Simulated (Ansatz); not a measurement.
Input

```
crystal:
  lattice:
    - [-0.0008873629, 0.0107901178, -5.9118913744]
    - [0.000142103, -6.4702810921, 0.0116516548]
    - [-9.3422955911, 3.2353445755, -0.0072198577]
  atoms:
    - { symbol: Sn, position: [0.0012727608, 0.8031376134, 0.5998830557] }
    - { symbol: Sn, position: [0.002924085, 0.4037263921, 0.8029902847] }
    - { symbol: Sn, position: [0.0019434079, 0.6021570791, 0.1972068353] }
    - { symbol: Sn, position: [0.0054542149, 0.193684091, 0.400180564] }
    - { symbol: Sn, position: [0.0047406677, -0.0026234106, -0.0002723593] }
    - { symbol: Se, position: [0.7306511402, 0.4652873163, 0.6009310645] }
    - { symbol: Se, position: [0.7282669688, 0.0661275344, 0.8001171716] }
    - { symbol: Se, position: [0.7314956849, 0.2645094947, 0.1996898589] }
    - { symbol: S, position: [0.7566867379, 0.8655641039, 0.397553713] }
    - { symbol: S, position: [0.7549080822, 0.6678750408, 0.0019782407] }
    - { symbol: Se, position: [0.2764145364, 0.5351466943, 0.399750717] }
    - { symbol: S, position: [0.250669953, 0.1345263666, 0.6020140273] }
    - { symbol: S, position: [0.2509333816, 0.3334424692, 0.9979484256] }
    - { symbol: S, position: [0.2531064903, 0.932263262, 0.1982009675] }
    - { symbol: S, position: [0.2505318886, 0.7351759528, 0.8018274335] }
basis:
  ecutwfc: 420
kpoints:
  mp_grid: { grid: [6, 6, 4] }
  band_path:
    path: [[0.0, 0.0, 0.0], [0.0, 0.0, 0.5], [0.333333, -0.114583, -0.442708]]
    npoints: 1
hamiltonian:
  xc: pbe
  dispersion: d3bj
scf:
  occupations: { method: gaussian, width: 0.02 }
  n_extra_bands: 10
output:
  forces: true
  stress: true
  eigenvalues: true
  write_density: true
  write_potential: true
  elf: true
  volumetric_format: npy
```

Run with:

```sh
ansatz run input.yaml --threads 4 --pin off --max-ram 10240MiB --backend cpu --events-out ev --progress --plain --runs-dir out
```

Below, planes, directions and counts refer to the conventional cell (a = 5.91 Å, b = 6.47 Å, c = 9.89 Å, α = 70.90°, β = 89.95°, γ = 89.79°).

Space group P1; a generated structure, not necessarily the stable one.

Method: DFT PBE+D3(BJ), scalar-relativistic, plane waves, PAW in Ansatz 0.2.0.

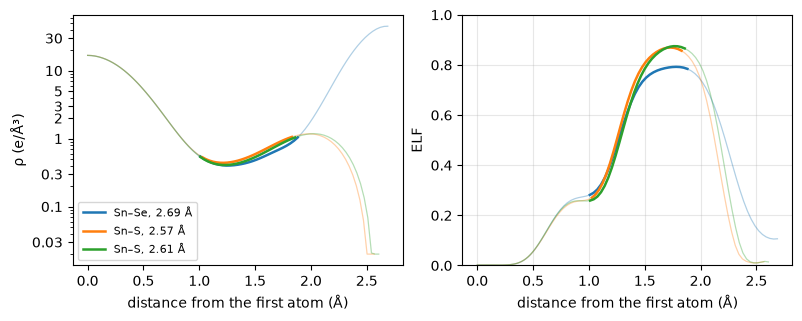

Sn5Se4S6. Valence electron density and ELF along straight lines between neighbouring atoms. Thin, pale parts lie inside the atomic spheres.

In a PAW calculation such maps are meaningful between the atoms, not at the nuclei.

Q: Compare the contacts.

A: Sn–Se (2.69 Å): the density is about 0.41 e/Å³ at the midpoint; the ELF is about 0.60 at the midpoint.
Sn–S (2.57 Å): the density is about 0.45 e/Å³ at the midpoint; the ELF peaks at about 0.85 in the valence shell of S, 0.8 Å from its nucleus, and is about 0.55 at the midpoint.
Sn–S (2.61 Å): ρ is about 0.42 e/Å³ halfway; the ELF peaks at about 0.85 in the valence shell of S, 0.8 Å from its nucleus, and is about 0.55 at the midpoint.
